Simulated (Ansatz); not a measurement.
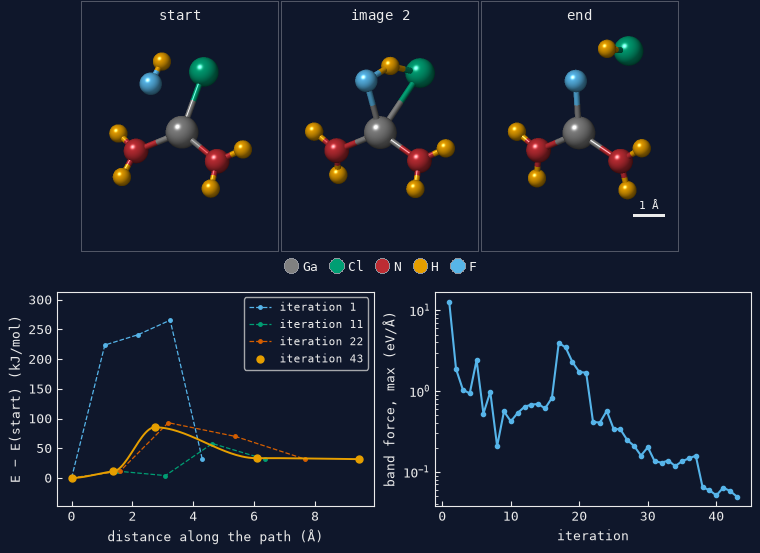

A nudged-elastic-band calculation for GaN2H5ClF, made up at the start of GaN2H4Cl and HF. Images are numbered from 0 (start) to 4 (end). The plot follows the band through its iterations. The picture is a ball-and-stick view, seen at a tilt.

The calculation used Ansatz, RHF/def2-SVP. Run with 3 movable images; climbing image; force threshold 0.05 eV/Å; iteration limit 60; starting path through a guess of the saddle point.

Judge this run.

Answer. The run is converged, with reservations. The band converged in 43 iterations. The largest component of the band force went from 13 to 0.05 eV/Å. The climbing image converged on the top of the path. Its curvatures weren't checked. So few images resolve the path coarsely. The first iteration put the highest image at 265.5 kJ/mol. Forward barrier 85.2 kJ/mol, backward barrier 53.5 kJ/mol, with image 2 at the top; the reaction energy is +31.7 kJ/mol.

Limits of the set-up: the start holds two separate molecules, 2.5 Å apart at their closest, whose relative position is a soft coordinate and is computed without a dispersion correction; Hartree-Fock leaves out electron correlation.
